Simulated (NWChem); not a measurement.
**One shape, several levels: CsNa (NaCs)**

Wanted: a comparison of 4 runs (HF/def2-SVP, PBE0/def2-SVP, B3LYP/def2-TZVP, CCSD(T)/def2-TZVPPD) of CsNa (NaCs). 

Program for the calculation: NWChem 7.3.0.

3 further runs of the same task are left out: 3 set aside as unsound or not needed. Runs told in other sessions of the task aren't counted.

## (1) The structure to begin with

The species is CsNa (2 atoms), meant as a singlet with charge 0. SMILES: `[Na][Cs]`. The coordinates come from a PBE0-D4/def2-TZVP relaxation.

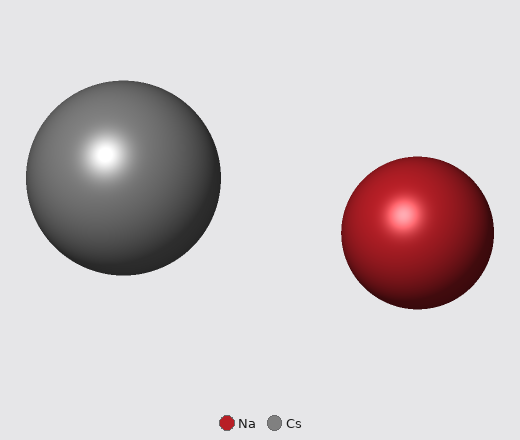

Viewed from a chosen angle; sodium red, caesium grey.

## (2) Energy and gradient at HF/def2-SVP (core potential) (run 1)

csna.nw reads:

```
echo
start csna
title "CsNa hf"
memory 2200 mb
geometry noautosym nocenter noautoz
  Na    0.000000    0.000000   -0.259290
  Cs    0.000000    0.000000    3.645610
end
basis spherical bse
  Na library def2-SVP
  Cs library def2-SVP
end
ecp bse
  Cs library def2-SVP
end
scf
  thresh 1e-08
  maxiter 80
end
task scf gradient
```

Command:

```bash
nwchem csna.nw > csna.out
```

What it wrote:

```text
[...]
  functions       =    39
[...]
  wavefunction    = RHF
[...]
         Total SCF energy =   -181.644155885283
      One-electron energy =   -287.769194272939
      Two-electron energy =     92.708933583187
 Nuclear repulsion energy =     13.416104804469
        Time for solution =      0.6s
[...]
                         RHF ENERGY GRADIENTS
    atom               coordinates                        gradient
                 x          y          z           x          y          z
   1 Na      0.000000   0.000000  -0.489987    0.000000   0.000000   0.003080
   2 Cs      0.000000   0.000000   6.889204   -0.000000  -0.000000  -0.003080
[...]
```

Run time: 1.4 s. Hardware: 1 thread of Intel Xeon 6975P-C (Granite Rapids), shared host; peak memory 0.1 GiB.

## (3) Energy and gradient at PBE0/def2-SVP (core potential) (run 2)

run.nw reads:

```
start run
memory stack 880 mb heap 220 mb global 1100 mb

geometry units angstroms noautosym nocenter noautoz
Na     0.000000     0.000000    -0.259290
Cs     0.000000     0.000000     3.645610
end

basis spherical bse
* library def2-SVP
end

ecp bse
Cs library def2-SVP
end

dft
xc pbe0
grid xfine
convergence energy 1e-08
maxiter 100
mulliken
print low
end

task dft gradient
```

Command:

```bash
nwchem run.nw > run.out
```

What it wrote:

```text
[...]
 d= 0,ls=0.0,diis     1   -182.2710034793 -1.96D+02  1.90D-02  1.79D-02     0.4
[...]
 d= 0,ls=0.0,diis     8   -182.2762617137 -2.32D-10  2.07D-07  3.55D-13     2.4
         Total DFT energy =     -182.276261713742
      One electron energy =     -287.924249448161
           Coulomb energy =      109.698031436311
    Exchange-Corr. energy =      -17.466148506362
 Nuclear repulsion energy =       13.416104804469
[...]
      Total Density - Mulliken Population Analysis
     ---------------------------------------------
    Atom       Charge   Shell Charges
 -----------   ------   -------------------------------------------------------
    1 Na  11    11.16   2.00  1.99  0.54  0.59  5.98  0.06  0.00
    2 Cs   9     8.84  -0.33  1.65  0.69  0.67  0.10  5.40  0.58  0.05  0.02  0.02
[...]
                         DFT ENERGY GRADIENTS
    atom               coordinates                        gradient
                 x          y          z           x          y          z
   1 Na      0.000000   0.000000  -0.489987   -0.000000   0.000000   0.000381
   2 Cs      0.000000   0.000000   6.889204    0.000000  -0.000000  -0.000381
 Task  times  cpu:        3.0s     wall:        3.0s
 Total times  cpu:        3.0s     wall:        3.0s
```

Run time: 3.6 s. Hardware: 1 thread of Intel Xeon 6975P-C (Granite Rapids), shared host; peak memory 0.12 GiB.

Run 3 isn't shown in full; the table further down has it.

## (4) A single-point energy at CCSD(T)/def2-TZVPPD (core potential) (run 4)

test.nw reads:

```
start test
title "CsNa ccsd(t)"
memory total 2200 mb

geometry noautosym nocenter noautoz
 Na     0.000000     0.000000    -0.259290
 Cs     0.000000     0.000000     3.645610
end

basis spherical bse
 Na library def2-TZVPPD
 Cs library def2-TZVPPD
end

ecp bse
 Cs library def2-TZVPPD
end

scf
 thresh 1e-08
 maxiter 80
 print low
end

ccsd
 freeze core 1
 maxiter 60
end

task ccsd(t)
```

Command:

```bash
nwchem test.nw > test.out
```

What it wrote:

```text
[...]
  functions       =    74
[...]
  wavefunction    = RHF
[...]
         Total SCF energy =   -181.703842291494
      One-electron energy =   -287.953870162460
      Two-electron energy =     92.833923066497
 Nuclear repulsion energy =     13.416104804469
        Time for solution =      2.6s
[...]
 Total MP2 energy:           -182.027281189000121
[...]
             energy      energy      error      ampl     ampl      Block
                                                time     time      time
[...]
 Total CCSD energy:           -182.050267253070842
[...]
 Total CCSD+T(CCSD) energy:           -182.058950641057606
[...]
 Total CCSD(T) energy:                -182.058505641414627
[...]
```

Wall time 35 s (1 thread of Intel Xeon 6975P-C (Granite Rapids), shared host); peak memory 0.18 GiB.

## (5) The series

```csv
run,level,iteration cap,module,energy (Eh),largest force (eV/Å),wall time
1,HF/def2-SVP (core potential),80,scf,-181.644156,0.158,1.4 s
2,PBE0/def2-SVP (core potential),100,dft,-182.276262,0.020,3.6 s
3,B3LYP/def2-TZVP (core potential),100,dft,-182.462180,0.019,6 s
4,CCSD(T)/def2-TZVPPD (core potential),80,ccsd(t),-182.058506,–,35 s
```

## (6) Summary of results

| quantity | value |
| --- | --- |
| run 4: total energy | -182.05851 Eh |
| run 4: correlation energy (1 core orbital frozen) | -354.7 mEh |
| run 4: (T) correction | -8.24 mEh |

**Reading.** Totals of different functionals can't be ranked against each other. All runs together took 46 s, the longest 35 s.
